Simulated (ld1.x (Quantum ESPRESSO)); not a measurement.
**Pseudopotential generation for Ga: ultrasoft, PBE**

Task: generate the file, and judge it by its errors in other configurations, its logarithmic derivatives, its ghosts and its cutoff.

The numbers are computed with ld1.x (Quantum ESPRESSO) 7.5 (PBE, scalar-relativistic, spin-unpolarised reference atom).

**1. Starting point**

The settings as typed:

```json
{
  "element": "gallium (Ga, Z = 31)",
  "type": "ultrasoft",
  "frozen core": "[Ar]",
  "valence charge": "13",
  "reference configuration": "3d10 4s2 4p0.5 (charge +0.5)",
  "partial waves": "4s (bound): rcut 1.65, rcutus 2.00 bohr; 4s channel at 2.3 Ry: rcut 1.65, rcutus 2.00 bohr; 4p (bound): rcut 2.20, rcutus 2.45 bohr; 4p channel at 0.45 Ry: rcut 2.20, rcutus 2.45 bohr; 3d (bound): rcut 1.08, rcutus 1.14 bohr; 3d channel at -1.05 Ry: rcut 1.08, rcutus 1.14 bohr",
  "local potential": "all-electron potential smoothed inside 1.70 bohr (lloc = -2)",
  "core correction": "not asked for",
  "augmentation charge": "built from norm-conserving waves at rcut, not smoothed further"
}
```

An earlier all-electron run gives the scale for the radii.

All-electron outer shells of the reference configuration (PBE, scalar-relativistic, ld1.x):

```csv
shell,level (eV),outermost node (bohr),outermost maximum (bohr)
3p,-102.70,0.24,0.56
3d,-22.99,–,0.53
4s,-12.43,0.81,1.87
4p,-5.62,0.87,2.41
4f,-0.21,–,31.22
```

**2. Generating the potential**

Ga.in

```
 &input
   title='Ga', zed=31., rel=1, dft='PBE', iswitch=3,
   config='[Ar] 3d10 4s2 4p0.5',
   nld=3, rlderiv=2.65, eminld=-4.0, emaxld=5.0, deld=0.02
 /
 &inputp
   pseudotype=3, tm=.true., lloc=-2, rcloc=1.70,
   nlcc=.false.,
   file_pseudopw='Ga.UPF', file_wfcaegen='ae.wfc', file_wfcncgen='nc.wfc', file_beta='beta', file_chi='chi', file_wfcusgen='us.wfc'
 /
6
4S  1  0   2.00   0.00  1.65  2.00  0.0
4S  1  0   0.00   2.30  1.65  2.00  0.0
4P  2  1   0.50   0.00  2.20  2.45  0.0
4P  2  1   0.00   0.45  2.20  2.45  0.0
3D  3  2  10.00   0.00  1.08  1.14  0.0
3D  3  2   0.00  -1.05  1.08  1.14  0.0
 &test
   configts(1)='3d10 4s2 4p0.5'
 /
```

Run with:

```console
$ ld1.x < Ga.in > Ga.out
```

Output in Ga.out (without the banner and most projector matrices):

```text
     Program LD1 v.7.5
     --------------------------- All-electron run ----------------------------

     Ga
     scalar relativistic calculation

     atomic number is 31.00
     dft =PBE   lsd =0 sic =0 latt =0  beta=0.20 tr2=1.0E-14
     Exchange-correlation= PBE
                           (   1   4   3   4   0   0   0)
     mesh =1205 r(mesh) = 101.09016 a.u. xmin = -7.00 dx = 0.01250
     1 Ry =  13.60569312 eV, c = 137.03599908

     n l     nl                  e(Ry)          e(Ha)          e(eV)
     1 0     1S 1( 2.00)      -752.1721      -376.0860    -10233.8225
     2 0     2S 1( 2.00)       -93.0609       -46.5305     -1266.1581
     2 1     2P 1( 6.00)       -81.0450       -40.5225     -1102.6729
     3 0     3S 1( 2.00)       -11.1691        -5.5845      -151.9629
     3 1     3P 1( 6.00)        -7.5482        -3.7741      -102.6979
     3 2     3D 1(10.00)        -1.6896        -0.8448       -22.9888
     4 0     4S 1( 2.00)        -0.9134        -0.4567       -12.4272
     4 1     4P 1( 0.50)        -0.4132        -0.2066        -5.6219

     final scf error:  5.8E-15 reached in  29 iterations

     Etot =   -3887.729917 Ry,   -1943.864958 Ha,  -52895.260192 eV

     Ekin =    3953.845768 Ry,    1976.922884 Ha,   53794.812178 eV
     Encl =   -9360.492638 Ry,   -4680.246319 Ha, -127355.990318 eV
     Eh   =    1669.688649 Ry,     834.844325 Ha,   22717.271373 eV
     Exc  =    -150.771696 Ry,     -75.385848 Ha,   -2051.353425 eV

     normalization and overlap integrals

     s(1S/1S) =  1.000000  <r> =   0.0486  <r2> =    0.0032  r(max) =   0.0319
     s(2S/2S) =  1.000000  <r> =   0.2178  <r2> =    0.0560  r(max) =   0.1833
     s(2P/2P) =  1.000000  <r> =   0.1907  <r2> =    0.0446  r(max) =   0.1464
     s(3S/3S) =  1.000000  <r> =   0.6518  <r2> =    0.4907  r(max) =   0.5647
     s(3P/3P) =  1.000000  <r> =   0.6792  <r2> =    0.5442  r(max) =   0.5647
     s(3D/3D) =  1.000000  <r> =   0.8094  <r2> =    0.8589  r(max) =   0.5305
     s(4S/4S) =  1.000000  <r> =   2.2812  <r2> =    6.0200  r(max) =   1.8748
     s(4P/4P) =  1.000000  <r> =   3.0942  <r2> =   11.3185  r(max) =   2.4073

     ------------------------ End of All-electron run ------------------------

     --------------------- Generating US pseudopotential ---------------------

      Generating local potential from pseudized AE potential:
      Matching radius rcloc =   1.7000
      Enforcing V''(0)=0 (lloc=-2)

      Local pseudo, rcloc= 1.718 Estimated cut-off energy=    10.82 Ry

      Wfc   4S  rcut= 1.634  Using Troullier-Martins method
      Wfc-us  4S rcutus= 1.996  Estimated cut-off energy=    11.37 Ry

      Wfc   4S  rcut= 1.634  Using Troullier-Martins method
      Wfc-us  4S rcutus= 1.996  Estimated cut-off energy=    19.46 Ry

      Wfc   4P  rcut= 2.206  Using Troullier-Martins method
      Wfc-us  4P rcutus= 2.438  Estimated cut-off energy=    12.61 Ry

      Wfc   4P  rcut= 2.206  Using Troullier-Martins method
      Wfc-us  4P rcutus= 2.438  Estimated cut-off energy=    14.57 Ry

      Wfc   3D  rcut= 1.068  Using Troullier-Martins method
      Wfc-us  3D rcutus= 1.151  Estimated cut-off energy=    87.93 Ry

      Wfc   3D  rcut= 1.068  Using Troullier-Martins method
      Wfc-us  3D rcutus= 1.151  Estimated cut-off energy=    93.71 Ry

     ------------------- End of pseudopotential generation -------------------

     [... the all-electron block is printed once more ...]


     Computing logarithmic derivative in   2.64397
     Computing logarithmic derivative in   2.64397
     Computing the partial wave expansion
     R is outside the sphere for l=    0 j= 0.00
     R is outside the sphere for l=    0 j= 0.00
     R is outside the sphere for l=    1 j= 0.00
     R is outside the sphere for l=    1 j= 0.00
     R is outside the sphere for l=    2 j= 0.00
     R is outside the sphere for l=    2 j= 0.00

     ---------------------- Testing the pseudopotential ----------------------

     Ga
     scalar relativistic calculation

     atomic number is 31.00   valence charge is 13.00
     dft =PBE   lsd =0 sic =0 latt =0  beta=0.20 tr2=1.0E-14
     mesh =1205 r(mesh) = 101.09016 xmin = -7.00 dx = 0.01250

     n l     nl             e AE (Ry)        e PS (Ry)    De AE-PS (Ry)
     3 2     3D   1(10.00)       -1.68964       -1.68965        0.00000
     1 0     4S   1( 2.00)       -0.91338       -0.91339        0.00000
     2 1     4P   1( 0.50)       -0.41320       -0.41320        0.00000

     eps = 7.2E-15  iter = 33

     Etot =   -3887.729917 Ry,   -1943.864958 Ha,  -52895.260192 eV
     Etotps =  -151.160981 Ry,     -75.580490 Ha,   -2056.649915 eV

     Ekin =      71.670605 Ry,      35.835302 Ha,     975.128251 eV
     Encl =    -300.366310 Ry,    -150.183155 Ha,   -4086.691845 eV
     Ehrt =     138.271433 Ry,      69.135716 Ha,    1881.278683 eV
     Ecxc =     -20.322851 Ry,     -10.161425 Ha,    -276.506470 eV
     Epseu=     -40.413857 Ry,     -20.206928 Ha,    -549.858534 eV

     ---------------------- End of pseudopotential test ----------------------
```

Run time: 2.2 s. Hardware: 1 thread of Neoverse-V2, shared host. (Generation and the later configuration tests together.)

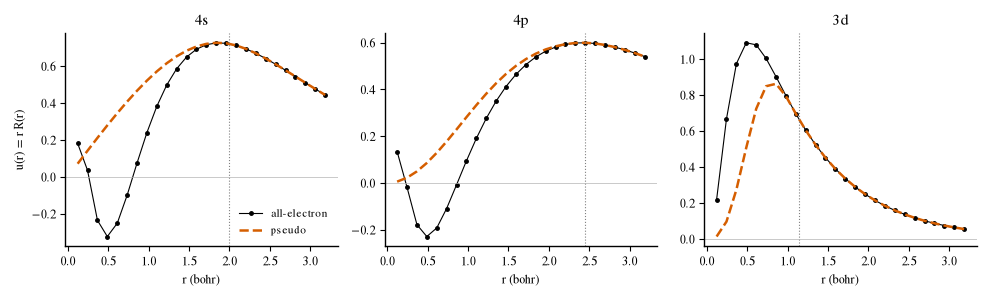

All-electron and pseudo partial waves (4s, 4p, 3d), with the matching radii dotted. The curves join 26 sampled radii, too few to resolve the innermost nodes.

**3. Testing the new file in other configurations**

Ga.test.in

```
 &input
   title='Ga', zed=31., rel=1, dft='PBE', iswitch=2,
   config='[Ar] 3d10 4s2 4p0.5'
 /
 &test
   file_pseudo='Ga.UPF', nconf=8,
   configts(1)='3d10 4s2 4p0.5',
   configts(2)='3d10 4s2 4p1',
   configts(3)='3d10 4s2 4p0',
   configts(4)='3d10 4s1 4p0',
   configts(5)='3d9 4s0 4p0',
   configts(6)='3d10 4s0 4p0',
   configts(7)='3d10 4s1 4p1',
   configts(8)='3d10 4s1 4p2'
 /
```

Run with:

```console
$ ld1.x < Ga.test.in > Ga.test.out
```

Ga.test.out, the pseudopotential blocks, each with the warnings that came before it:

```text
     ---------------------- Testing the pseudopotential ----------------------

     Ga
     scalar relativistic calculation

     atomic number is 31.00   valence charge is 13.00
     dft =PBE   lsd =0 sic =0 latt =0  beta=0.20 tr2=1.0E-14
     mesh =1205 r(mesh) = 101.09016 xmin = -7.00 dx = 0.01250

     n l     nl             e AE (Ry)        e PS (Ry)    De AE-PS (Ry)
     3 2     3D   1(10.00)       -1.68964       -1.68965        0.00000
     1 0     4S   1( 2.00)       -0.91338       -0.91339        0.00000
     2 1     4P   1( 0.50)       -0.41320       -0.41320        0.00000

     eps = 8.8E-15  iter = 49

     Etot =   -3887.729917 Ry,   -1943.864958 Ha,  -52895.260192 eV
     Etotps =  -151.160981 Ry,     -75.580490 Ha,   -2056.649915 eV

     Ekin =      71.670605 Ry,      35.835302 Ha,     975.128252 eV
     Encl =    -300.366310 Ry,    -150.183155 Ha,   -4086.691844 eV
     Ehrt =     138.271433 Ry,      69.135716 Ha,    1881.278682 eV
     Ecxc =     -20.322851 Ry,     -10.161425 Ha,    -276.506470 eV
     Epseu=     -40.413857 Ry,     -20.206928 Ha,    -549.858534 eV

     ---------------------- End of pseudopotential test ----------------------

     ---------------------- Testing the pseudopotential ----------------------

     Ga
     scalar relativistic calculation

     atomic number is 31.00   valence charge is 13.00
     dft =PBE   lsd =0 sic =0 latt =0  beta=0.20 tr2=1.0E-14
     mesh =1205 r(mesh) = 101.09016 xmin = -7.00 dx = 0.01250

     n l     nl             e AE (Ry)        e PS (Ry)    De AE-PS (Ry)
     3 2     3D   1(10.00)       -1.40782       -1.40888        0.00105
     1 0     4S   1( 2.00)       -0.65769       -0.65770        0.00001
     2 1     4P   1( 1.00)       -0.18956       -0.18957        0.00001

     eps = 7.6E-15  iter = 92

     Etot =   -3887.879138 Ry,   -1943.939569 Ha,  -52897.290452 eV
     Etotps =  -151.310221 Ry,     -75.655111 Ha,   -2058.680438 eV
     dEtot_ae =      -0.149221 Ry
     dEtot_ps =      -0.149241 Ry,   Delta E=       0.000019 Ry

     Ekin =      71.807675 Ry,      35.903838 Ha,     976.993197 eV
     Encl =    -304.031047 Ry,    -152.015523 Ha,   -4136.553119 eV
     Ehrt =     141.807780 Ry,      70.903890 Ha,    1929.393133 eV
     Ecxc =     -20.489046 Ry,     -10.244523 Ha,    -278.767670 eV
     Epseu=     -40.405584 Ry,     -20.202792 Ha,    -549.745979 eV

     ---------------------- End of pseudopotential test ----------------------

     ---------------------- Testing the pseudopotential ----------------------

     Ga
     scalar relativistic calculation

     atomic number is 31.00   valence charge is 13.00
     dft =PBE   lsd =0 sic =0 latt =0  beta=0.20 tr2=1.0E-14
     mesh =1205 r(mesh) = 101.09016 xmin = -7.00 dx = 0.01250

     n l     nl             e AE (Ry)        e PS (Ry)    De AE-PS (Ry)
     3 2     3D   1(10.00)       -2.01549       -2.01360       -0.00188
     1 0     4S   1( 2.00)       -1.20034       -1.20024       -0.00010
     2 1     4P   1( 0.00)       -0.66647       -0.66640       -0.00008

     eps = 8.8E-15  iter = 80

     Etot =   -3887.461073 Ry,   -1943.730537 Ha,  -52891.602393 eV
     Etotps =  -150.892116 Ry,     -75.446058 Ha,   -2052.991831 eV
     dEtot_ae =       0.268843 Ry
     dEtot_ps =       0.268864 Ry,   Delta E=      -0.000021 Ry

     Ekin =      71.473164 Ry,      35.736582 Ha,     972.441934 eV
     Encl =    -296.122939 Ry,    -148.061470 Ha,   -4028.957840 eV
     Ehrt =     134.337843 Ry,      67.168922 Ha,    1827.759471 eV
     Ecxc =     -20.134038 Ry,     -10.067019 Ha,    -273.937544 eV
     Epseu=     -40.446146 Ry,     -20.223073 Ha,    -550.297851 eV

     ---------------------- End of pseudopotential test ----------------------

     Warning: convergence not achieved
     ---------------------- Testing the pseudopotential ----------------------

     Ga
     scalar relativistic calculation

     atomic number is 31.00   valence charge is 13.00
     dft =PBE   lsd =0 sic =0 latt =0  beta=0.20 tr2=1.0E-14
     mesh =1205 r(mesh) = 101.09016 xmin = -7.00 dx = 0.01250

     n l     nl             e AE (Ry)        e PS (Ry)    De AE-PS (Ry)
     3 2     3D   1(10.00)       -2.89274       -2.88300       -0.00973  !
     1 0     4S   1( 1.00)       -1.91606       -1.91360       -0.00246
     2 1     4P   1( 0.00)       -1.30377       -1.30198       -0.00179

     eps = 1.0E-08  iter =201

     Etot =   -3885.908206 Ry,   -1942.954103 Ha,  -52870.474558 eV
     Etotps =  -149.340046 Ry,     -74.670023 Ha,   -2031.874830 eV
     dEtot_ae =       1.821710 Ry
     dEtot_ps =       1.820935 Ry,   Delta E=       0.000775 Ry

     Ekin =      71.513270 Ry,      35.756635 Ha,     972.987600 eV
     Encl =    -284.578393 Ry,    -142.289197 Ha,   -3871.886287 eV
     Ehrt =     124.412930 Ry,      62.206465 Ha,    1692.724144 eV
     Ecxc =     -19.610545 Ry,      -9.805272 Ha,    -266.815055 eV
     Epseu=     -41.077307 Ry,     -20.538654 Ha,    -558.885234 eV

     ---------------------- End of pseudopotential test ----------------------

     Warning: n=3, l=2 expected 0 nodes, found 1
     ---------------------- Testing the pseudopotential ----------------------

     Ga
     scalar relativistic calculation

     atomic number is 31.00   valence charge is 13.00
     dft =PBE   lsd =0 sic =0 latt =0  beta=0.20 tr2=1.0E-14
     mesh =1205 r(mesh) = 101.09016 xmin = -7.00 dx = 0.01250

     n l     nl             e AE (Ry)        e PS (Ry)    De AE-PS (Ry)
     3 2     3D   1( 9.00)       -5.56487       -5.56751        0.00264
     1 0     4S   1( 0.00)       -3.74360       -3.71324       -0.03037  !
     2 1     4P   1( 0.00)       -2.94776       -2.91953       -0.02823  !

     eps = 2.6E-16  iter =  7

     Etot =   -3878.914899 Ry,   -1939.457449 Ha,  -52775.325765 eV
     Etotps =  -142.364849 Ry,     -71.182424 Ha,   -1936.972443 eV
     dEtot_ae =       8.815018 Ry
     dEtot_ps =       8.796132 Ry,   Delta E=       0.018886 Ry

     Ekin =      66.222765 Ry,      33.111382 Ha,     901.006615 eV
     Encl =    -249.927010 Ry,    -124.963505 Ha,   -3400.430200 eV
     Ehrt =      97.435755 Ry,      48.717878 Ha,    1325.680987 eV
     Ecxc =     -17.525199 Ry,      -8.762599 Ha,    -238.442476 eV
     Epseu=     -38.571160 Ry,     -19.285580 Ha,    -524.787368 eV

     ---------------------- End of pseudopotential test ----------------------

     ---------------------- Testing the pseudopotential ----------------------

     Ga
     scalar relativistic calculation

     atomic number is 31.00   valence charge is 13.00
     dft =PBE   lsd =0 sic =0 latt =0  beta=0.20 tr2=1.0E-14
     mesh =1205 r(mesh) = 101.09016 xmin = -7.00 dx = 0.01250

     n l     nl             e AE (Ry)        e PS (Ry)    De AE-PS (Ry)
     3 2     3D   1(10.00)       -3.85756       -3.83363       -0.02394  !
     1 0     4S   1( 0.00)       -2.68834       -2.67772       -0.01062  !
     2 1     4P   1( 0.00)       -1.99942       -1.99110       -0.00832  !

     eps = 1.0E-16  iter =  9

     Etot =   -3883.609747 Ry,   -1941.804873 Ha,  -52839.202424 eV
     Etotps =  -147.047425 Ry,     -73.523712 Ha,   -2000.682135 eV
     dEtot_ae =       4.120170 Ry
     dEtot_ps =       4.113556 Ry,   Delta E=       0.006614 Ry

     Ekin =      71.454294 Ry,      35.727147 Ha,     972.185199 eV
     Encl =    -271.873737 Ry,    -135.936868 Ha,   -3699.030630 eV
     Ehrt =     114.376680 Ry,      57.188340 Ha,    1556.174013 eV
     Ecxc =     -19.102450 Ry,      -9.551225 Ha,    -259.902072 eV
     Epseu=     -41.902213 Ry,     -20.951106 Ha,    -570.108646 eV

     ---------------------- End of pseudopotential test ----------------------

     Warning: convergence not achieved
     ---------------------- Testing the pseudopotential ----------------------

     Ga
     scalar relativistic calculation

     atomic number is 31.00   valence charge is 13.00
     dft =PBE   lsd =0 sic =0 latt =0  beta=0.20 tr2=1.0E-14
     mesh =1205 r(mesh) = 101.09016 xmin = -7.00 dx = 0.01250

     n l     nl             e AE (Ry)        e PS (Ry)    De AE-PS (Ry)
     3 2     3D   1(10.00)       -2.14975       -2.14689       -0.00285
     1 0     4S   1( 1.00)       -1.28054       -1.27997       -0.00056
     2 1     4P   1( 1.00)       -0.73071       -0.73050       -0.00021

     eps = 2.4E-05  iter =201

     Etot =   -3886.919219 Ry,   -1943.459609 Ha,  -52884.230082 eV
     Etotps =  -150.350392 Ry,     -75.175196 Ha,   -2045.621297 eV
     dEtot_ae =       0.810698 Ry
     dEtot_ps =       0.810588 Ry,   Delta E=       0.000110 Ry

     Ekin =      72.023164 Ry,      36.011582 Ha,     979.925062 eV
     Encl =    -294.276356 Ry,    -147.138178 Ha,   -4003.833793 eV
     Ehrt =     132.813001 Ry,      66.406500 Ha,    1807.012929 eV
     Ecxc =     -20.018779 Ry,     -10.009390 Ha,    -272.369370 eV
     Epseu=     -40.891421 Ry,     -20.445710 Ha,    -556.356124 eV

     ---------------------- End of pseudopotential test ----------------------

     ---------------------- Testing the pseudopotential ----------------------

     Ga
     scalar relativistic calculation

     atomic number is 31.00   valence charge is 13.00
     dft =PBE   lsd =0 sic =0 latt =0  beta=0.20 tr2=1.0E-14
     mesh =1205 r(mesh) = 101.09016 xmin = -7.00 dx = 0.01250

     n l     nl             e AE (Ry)        e PS (Ry)    De AE-PS (Ry)
     3 2     3D   1(10.00)       -1.54605       -1.54602       -0.00004
     1 0     4S   1( 1.00)       -0.73819       -0.73793       -0.00026
     2 1     4P   1( 2.00)       -0.24611       -0.24611        0.00000

     eps = 1.8E-15  iter =130

     Etot =   -3887.398627 Ry,   -1943.699314 Ha,  -52890.752772 eV
     Etotps =  -150.829786 Ry,     -75.414893 Ha,   -2052.143783 eV
     dEtot_ae =       0.331289 Ry
     dEtot_ps =       0.331195 Ry,   Delta E=       0.000095 Ry

     Ekin =      72.311374 Ry,      36.155687 Ha,     983.846366 eV
     Encl =    -302.137460 Ry,    -151.068730 Ha,   -4110.789564 eV
     Ehrt =     140.194677 Ry,      70.097339 Ha,    1907.445759 eV
     Ecxc =     -20.381590 Ry,     -10.190795 Ha,    -277.305664 eV
     Epseu=     -40.816787 Ry,     -20.408394 Ha,    -555.340681 eV

     ---------------------- End of pseudopotential test ----------------------
```

1 test gave no usable result (3d10 4s1 4p1).

The tests as a table, with energies relative to 3d10 4s2 4p0.5. A star marks tests that logged a warning.

```csv
valence configuration,charge,ΔE all-electron (eV),error AE − PS (meV)
3d10 4s2 4p1,0,-2.030,+0.3
3d10 4s2 4p0,+1,3.658,-0.3
3d10 4s1 4p0 *,+2,24.786,+11
3d9 4s0 4p0 *,+4,119.934,+257
3d10 4s0 4p0,+3,56.058,+90
3d10 4s1 4p2,0,4.507,+1.3
```

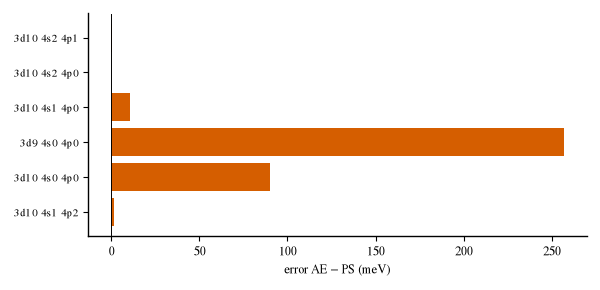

Error of the potential in each test configuration.

**4. Does it scatter like the atom?**

Taken from the files of the generation run. The phase is arctan(r·u′/u) with u = r·R, unwrapped, with energies in Ry. A pole is an energy at which the radial function vanishes at the test radius. The pseudo phase is shifted by a multiple of π to meet the all-electron one at the reference energy. Levels narrower than the energy grid can be missing from the poles. The last column is the largest difference on the grid between −1 and +1 Ry.

| channel | radius (bohr) | reference (Ry) | poles AE | poles PS | energies with phases within 0.05 rad (Ry) | largest difference near zero (rad) |
| --- | --- | --- | --- | --- | --- | --- |
| s | 2.64 | -0.91 | 0.12 | 0.12 | the whole range | 0.000 |
| p | 2.64 | -0.41 | 1.19 | 1.19 | below 3.9 | 0.000 |
| d | 2.64 | -1.69 | -1.66, 3.13 | -1.66, 3.14 | the whole range | 0.000 |

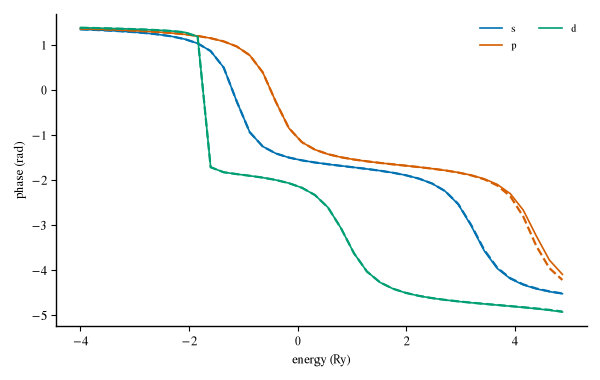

Phases by channel: all-electron solid, pseudo dashed.

**5. Plane-wave convergence, by spherical Bessel functions**

A separate test, outside the generator: the pseudo-atom's Hamiltonian at the reference potential is diagonalised in spherical Bessel functions j_l(qr) that vanish at 20 bohr, with q² up to the cutoff.

All-electron valence levels (Ry): 4s -0.9134, 4p -0.4132, 3d -1.6896. The lowest levels of each channel (Ry) by cutoff; the last column sums, over occupied levels, occupation times the distance from the level at 400 Ry. A positive value is a state of the box, at any cutoff.

| cutoff (Ry) | s #1 | p #1 | d #1 | f #1 | Σ f·Δε (mRy) |
| --- | --- | --- | --- | --- | --- |
| 8 | -0.9129 | -0.4123 | -0.0617 | 0.0306 | 16281.4 |
| 15 | -0.9133 | -0.4132 | -0.0708 | 0.0306 | 16189.3 |
| 21 | -0.9134 | -0.4132 | -0.1182 | 0.0306 | 15715.2 |
| 35 | -0.9134 | -0.4132 | -0.9322 | 0.0306 | 7575.1 |
| 50 | -0.9134 | -0.4132 | -1.5606 | 0.0306 | 1290.3 |
| 60 | -0.9134 | -0.4132 | -1.6537 | 0.0306 | 360.0 |
| 90 | -0.9134 | -0.4132 | -1.6883 | 0.0306 | 14.2 |
| 110 | -0.9134 | -0.4132 | -1.6887 | 0.0306 | 9.4 |
| 120 | -0.9134 | -0.4132 | -1.6892 | 0.0306 | 5.1 |
| 160 | -0.9134 | -0.4132 | -1.6895 | 0.0306 | 1.3 |
| 180 | -0.9134 | -0.4132 | -1.6896 | 0.0306 | 0.9 |
| 230 | -0.9134 | -0.4132 | -1.6897 | 0.0306 | 0.2 |
| 400 | -0.9134 | -0.4132 | -1.6897 | 0.0306 | 0.0 |

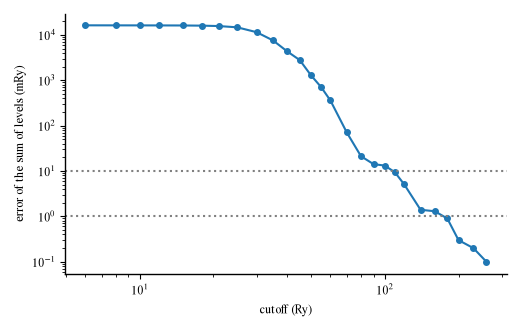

Occupation-weighted error of the valence levels against the cutoff; the dotted lines mark 10 and 1 mRy.

The sum stays within 10 mRy from 110 Ry and within 1 mRy from 180 Ry. The sum leaves out empty levels, which can need more. Ghost test: no level below the all-electron spectrum of its channel (s, p, d, f tested).

**6. What came out**

| quantity | value |
| --- | --- |
| cutoffs for 10 and 1 mRy, occupied levels | 110 Ry and 180 Ry |
| bound ghosts | none found |
| largest test error (AE − PS) | +257 meV, for 3d9 4s0 4p0 (one of 3 tests with a warning) (1 test unsolved) |
| largest phase difference near zero energy, channels read | 0.000 rad |
| lowest eigenvalue of the overlap (Bessel basis) | 0.448 (s) |

In words: By total energies transferability is fair for so large an energy: the largest error is 257 meV on 119.9 eV, for 3d9 4s0 4p0. Of the tests 1 gave no usable result, which is a warning in itself. The potential is hard: the looser tolerance needs 110 Ry. The slowest level is 3d: taken alone it needs 110 Ry to come within 1 mRy, against 8 Ry for 4s. No bound ghost shows. Near zero energy the phases of the channels with partial waves agree within 0.001 rad. All of this concerns the isolated atom, not yet a solid.
